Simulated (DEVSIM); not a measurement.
Structure: illuminated Si n-on-p cell, one wavelength, at 300 K.

```tsv
layer (left to right)	material	thickness (μm)	Nd (cm⁻³)	Na (cm⁻³)	τn (s)	τp (s)	absorption coefficient (cm⁻¹)
1	Si	0.330	1.2e18	-	1.3e-7	6.2e-7	200
2	Si	87.0	-	3.3e16	9.2e-7	9.2e-7	200
```

Left contact: ohmic, minority hole recombination velocity 4e6 cm/s. Right contact: ohmic, minority electron recombination velocity 500 cm/s. Voltage is applied to the left contact. Recombination: SRH at mid-gap, radiative, Auger. Gap narrowing is on: ΔEg = 6.92 meV × (l + √(l² + 0.5)), l = ln(N/1.3e17 cm⁻³), shared equally by both band edges. Light enters at the left, 4.2e15 photons cm⁻² s⁻¹, one pass, no reflection. Mobility is μmin + (μ − μmin)/(1 + (N/Nref)^α).

This is a model device: material constants are rounded textbook-type values typed into the input, and sizes, dopings and lifetimes were drawn at random. Values at 300 K.

| parameter | Si |
|---|---|
| gap (eV) | 1.124 |
| affinity (eV) | 4.05 |
| permittivity | 11.7 |
| Nc (cm⁻³) | 2.86e19 |
| Nv (cm⁻³) | 3.1e19 |
| μn (cm²/Vs) | 1417 |
| μp (cm²/Vs) | 470 |
| μn,min | 52 |
| μp,min | 45 |
| Nref,n | 9.7e16 |
| Nref,p | 2.2e17 |
| αn | 0.68 |
| αp | 0.72 |
| B (cm³/s) | 4.7e-15 |
| Cn (cm⁶/s) | 2.8e-31 |
| Cp (cm⁶/s) | 9.9e-32 |

Simulated with DEVSIM: 1D drift-diffusion, Boltzmann statistics, complete ionisation; no tunnelling, impact ionisation, image-force lowering or self-heating.

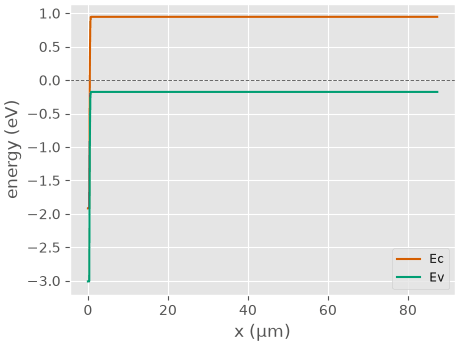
Figure: Band edges at 2.0 V on the left contact, in the dark

Energies count from the Fermi level of the right contact; mesh points crowd at the junctions.

```csv
x (μm),Ec (eV),Ev (eV),n (cm⁻³),p (cm⁻³),field (V/cm)
0.000,-1.918,-3.010,1.2e18,320,≈ 0
0.03039,-1.918,-3.010,1.2e18,290,≈ 0
0.09341,-1.918,-3.010,1.2e18,230,≈ 0
0.2067,-1.918,-3.010,1.2e18,110,≈ 0
0.2990,-1.918,-3.010,1.2e18,< 1e2,140
0.3297,-1.820,-2.913,2.7e16,< 1e2,160000
0.3603,-1.319,-2.441,1.0e8,120,150000
0.4762,0.091,-1.032,450,2400,92000
0.7069,0.944,-0.179,< 1e2,3.1e16,850
1.250,0.946,-0.177,< 1e2,3.3e16,≈ 0
2.531,0.946,-0.177,130,3.3e16,≈ 0
7.000,0.946,-0.177,430,3.3e16,≈ 0
16.07,0.946,-0.177,960,3.3e16,≈ 0
37.45,0.946,-0.177,1800,3.3e16,≈ 0
71.01,0.946,-0.177,2500,3.3e16,≈ 0
80.41,0.946,-0.177,2600,3.3e16,≈ 0
84.41,0.946,-0.177,2600,3.3e16,≈ 0
86.10,0.946,-0.177,2600,3.3e16,≈ 0
86.94,0.946,-0.177,2600,3.3e16,≈ 0
87.18,0.946,-0.177,2600,3.3e16,≈ 0
87.28,0.946,-0.177,2600,3.3e16,≈ 0
87.33,0.946,-0.177,2600,3.3e16,≈ 0
```
